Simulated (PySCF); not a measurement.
# One shape, several levels: C4H5N (SMILES [H]/N=C\C=C=C)

Wanted: a comparison of 5 runs (CAM-B3LYP/cc-pVDZ, PBE0/def2-SVP, MP2/6-31G**, CCSD(T)/3-21G, CCSD(T)/def2-SVP) of C4H5N. The job is set up through a Python script.

The calculation is run with PySCF 2.14.0.

## (1) Starting point

C4H5N has 10 atoms, charge 0, and is taken as a singlet. As SMILES, `[H]/N=C\C=C=C`. The shape is that of a GFN2-xTB optimisation. This is one conformer, not always the lowest.

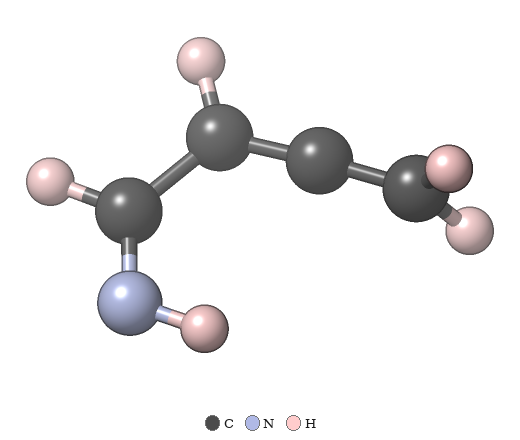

The structure, seen from a chosen angle (carbon dark grey, nitrogen light blue, hydrogen pink).

## (2) Energy and forces at CAM-B3LYP/cc-pVDZ (run 1)

Input file job.py:

```python
import pyscf.grad
from pyscf import gto, dft

mol = gto.M(
    atom=[
    ('C', (-0.962620, 0.931650, 1.435300)),
    ('C', (-0.501520, -0.040470, 0.721240)),
    ('C', (-0.004110, -0.975710, -0.043110)),
    ('C', (0.818980, -0.690670, -1.220730)),
    ('N', (1.180420, 0.425890, -1.675820)),
    ('H', (-0.419200, 1.326450, 2.278410)),
    ('H', (-1.925500, 1.375170, 1.237210)),
    ('H', (-0.194510, -2.016930, 0.178910)),
    ('H', (1.160160, -1.564630, -1.768740)),
    ('H', (0.847900, 1.229240, -1.142660)),
],
    max_memory=1860,
    verbose=4,
    basis='cc-pvdz',
    spin=0,
    charge=0,
)

calc0 = dft.RKS(mol)
calc0.xc = 'cam-b3lyp'
calc0.grids.level = 5
calc0.conv_tol = 1e-10
calc0.kernel()
if not calc0.converged:
    calc0 = calc0.newton().run(calc0.mo_coeff, calc0.mo_occ)

energy = calc0.e_tot
print('E = %.10f Eh' % energy)
grad = calc0.Gradients().kernel()
calc0.analyze()
```

Started as:

```sh
OMP_NUM_THREADS=1 python job.py
```

What it wrote:

```text
PySCF version 2.14.0

[... 107 lines left out ...]
MO #5   energy= -10.2797172944457  occ= 2
[... 17 lines left out ...]
MO #23  energy= 0.136478718762663  occ= 0
[... 17 lines left out ...]
MO #41  energy= 0.677193629779061  occ= 0
[... 17 lines left out ...]
MO #59  energy= 1.29346614164362   occ= 0
[... 17 lines left out ...]
MO #77  energy= 1.96400383589702   occ= 0
[... 17 lines left out ...]
MO #95  energy= 3.26005629485294   occ= 0
[... 108 lines left out ...]
Dipole moment(X, Y, Z, Debye): -1.41050, -0.26507,  2.02298
```

Wall time 2.2 min (1 thread of Intel Xeon at 2.50GHz (Skylake/Cascade Lake), shared host); peak memory 0.97 GiB.

## (3) Energy and forces at PBE0/def2-SVP (run 2)

Input file run.py:

```python
from pyscf import gto, dft

mol = gto.M(
    atom=[
    ('C', (-0.962620, 0.931650, 1.435300)),
    ('C', (-0.501520, -0.040470, 0.721240)),
    ('C', (-0.004110, -0.975710, -0.043110)),
    ('C', (0.818980, -0.690670, -1.220730)),
    ('N', (1.180420, 0.425890, -1.675820)),
    ('H', (-0.419200, 1.326450, 2.278410)),
    ('H', (-1.925500, 1.375170, 1.237210)),
    ('H', (-0.194510, -2.016930, 0.178910)),
    ('H', (1.160160, -1.564630, -1.768740)),
    ('H', (0.847900, 1.229240, -1.142660)),
],
    verbose=4,
    max_memory=1860,
    basis='def2-svp',
)

mf = dft.RKS(mol)
mf.xc = 'pbe0'
mf.grids.level = 5
mf.conv_tol = 1e-10
mf.kernel()
if not mf.converged:
    mf = mf.newton().run(mf.mo_coeff, mf.mo_occ)

e_final = mf.e_tot
print('E = %.10f Eh' % e_final)
grad = mf.nuc_grad_method().kernel()
mf.analyze()
```

Started as:

```sh
OMP_NUM_THREADS=1 python run.py
```

What it wrote:

```text
PySCF version 2.14.0

[... 106 lines left out ...]
MO #5   energy= -10.2552158739825  occ= 2
[... 17 lines left out ...]
MO #23  energy= 0.103388902586827  occ= 0
[... 17 lines left out ...]
MO #41  energy= 0.660869782467274  occ= 0
[... 17 lines left out ...]
MO #59  energy= 1.44212305875014   occ= 0
[... 17 lines left out ...]
MO #77  energy= 2.13112067239288   occ= 0
[... 17 lines left out ...]
MO #95  energy= 3.50274712009897   occ= 0
[... 108 lines left out ...]
Dipole moment(X, Y, Z, Debye): -1.47919, -0.22650,  2.12422
```

It took 70 s on 1 thread of Intel Xeon at 2.50GHz (Skylake/Cascade Lake), shared host; peak memory 0.96 GiB.

## (4) Energy and gradient at MP2/6-31G(d,p) (spherical functions) (run 3)

Input file calc.py:

```python
import pyscf.grad
from pyscf import gto, scf, mp

mol = gto.M(
    atom='''
C     -0.962620     0.931650     1.435300
C     -0.501520    -0.040470     0.721240
C     -0.004110    -0.975710    -0.043110
C      0.818980    -0.690670    -1.220730
N      1.180420     0.425890    -1.675820
H     -0.419200     1.326450     2.278410
H     -1.925500     1.375170     1.237210
H     -0.194510    -2.016930     0.178910
H      1.160160    -1.564630    -1.768740
H      0.847900     1.229240    -1.142660
''',
    verbose=4,
    charge=0,
    max_memory=1860,
    basis='6-31g**',
)

mf = scf.RHF(mol)
mf.conv_tol = 1e-10
mf.kernel()
if not mf.converged:
    mf = mf.newton().run(mf.mo_coeff, mf.mo_occ)

pt = mp.MP2(mf, frozen=5).run()
e_tot = pt.e_tot
print('E(%s) = %.9f' % ('MP2', e_tot))
grad = pt.Gradients().kernel()
dip = mf.dip_moment()
pop, q = mf.mulliken_pop()
```

Started as:

```sh
OMP_NUM_THREADS=1 python calc.py
```

What it wrote:

```text
PySCF version 2.14.0

[... 70 lines left out ...]
converged SCF energy = -208.753972128948
[... 17 lines left out ...]
Dipole moment(X, Y, Z, Debye): -1.65023, -0.43658,  2.35914
[... 106 lines left out ...]
charge of    9H =      0.25808
```

It took 44 s on 1 thread of Intel Xeon at 2.50GHz (Skylake/Cascade Lake), shared host; peak memory 0.54 GiB.

Run 4 isn't shown in full; the table further down has it.

## (5) A single-point energy at CCSD(T)/def2-SVP (run 5)

Input file run.py:

```python
from pyscf import gto, scf, cc

mol = gto.M(
    atom='''
C       -0.962620       0.931650       1.435300
C       -0.501520      -0.040470       0.721240
C       -0.004110      -0.975710      -0.043110
C        0.818980      -0.690670      -1.220730
N        1.180420       0.425890      -1.675820
H       -0.419200       1.326450       2.278410
H       -1.925500       1.375170       1.237210
H       -0.194510      -2.016930       0.178910
H        1.160160      -1.564630      -1.768740
H        0.847900       1.229240      -1.142660
''',
    max_memory=1860,
    spin=0,
    basis='def2-svp',
    verbose=3,
    charge=0,
)

mf = scf.RHF(mol)
mf.conv_tol = 1e-10
mf.kernel()
if not mf.converged:
    mf = mf.newton().run(mf.mo_coeff, mf.mo_occ)

mycc = cc.CCSD(mf, frozen=5)
mycc.kernel()
e_t = mycc.ccsd_t()
e_final = mycc.e_tot + e_t
print('Final energy', e_final)
mf.analyze()
```

Started as:

```sh
OMP_NUM_THREADS=1 python run.py
```

What it wrote:

```text
converged SCF energy = -208.589180624948
[... 18 lines left out ...]
MO #15  energy= -0.484962801165995 occ= 2
[... 15 lines left out ...]
MO #31  energy= 0.585803837210829  occ= 0
[... 15 lines left out ...]
MO #47  energy= 0.984522953591699  occ= 0
[... 15 lines left out ...]
MO #63  energy= 1.8717136902419    occ= 0
[... 15 lines left out ...]
MO #79  energy= 2.52601237342593   occ= 0
[... 15 lines left out ...]
MO #95  energy= 3.87019985647053   occ= 0
[... 11 lines left out ...]
Dipole moment(X, Y, Z, Debye): -1.59680, -0.34669,  2.28702
```

Wall time 76 s (1 thread of Intel Xeon at 2.50GHz (Skylake/Cascade Lake), shared host); peak memory 0.59 GiB.

## (6) All runs side by side

```csv
run,level,integration grid,frozen core orbitals,energy (Eh),dipole moment (D) of the reference,HOMO energy (eV),LUMO energy (eV),wall time
1,CAM-B3LYP/cc-pVDZ,5,–,-209.986433,2.48,-8.67,0.11,2.2 min
2,PBE0/def2-SVP,5,–,-209.688205,2.60,-7.28,-1.21,70 s
3,MP2/6-31G** (spherical functions),–,5,-209.431844,2.91,-9.80,2.93,44 s
4,CCSD(T)/3-21G,–,5,-208.086932,2.88,-9.81,2.99,11 s
5,CCSD(T)/def2-SVP,–,5,-209.337351,2.81,-9.95,2.71,76 s
```

## (7) Outcome

| quantity | value |
| --- | --- |
| run 5: total energy | -209.33735 Eh |
| run 5: dipole moment (Hartree–Fock density) | 2.81 D |
| run 5: HOMO energy (Hartree–Fock orbitals) | -9.95 eV |
| run 5: LUMO energy (Hartree–Fock orbitals) | 2.71 eV |
| run 5: HOMO–LUMO gap (Hartree–Fock orbitals) | 12.66 eV |
| run 5: correlation energy (5 core orbitals frozen) | -748.2 mEh |
| run 5: (T) correction | -28.81 mEh |
| run 5: T1 diagnostic | 0.013 |

Totals of different functionals can't be ranked against each other. All runs together took 5.5 min, the longest 2.2 min.
